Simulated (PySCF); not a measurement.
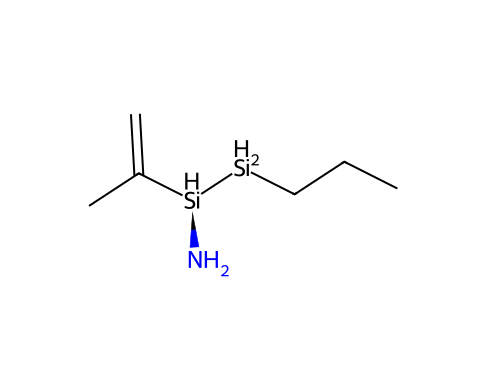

The computed structure is the end point of a PBE0-D3(BJ)/def2-SVP optimisation. No frequency run is at hand to confirm it as a minimum. Level of theory: PBE0/pcSseg-1 in cyclohexane (IEF-PCM) (PySCF 2.14.0).

Computed properties:

The species is C6H17NSi2 (`C=C(C)[Si@H](N)[SiH2]CCC`).
- dipole moment: 1.18 D
- HOMO energy (Kohn–Sham orbital): −7.03 eV
- LUMO energy (Kohn–Sham orbital): −0.15 eV
- HOMO–LUMO gap: 6.88 eV
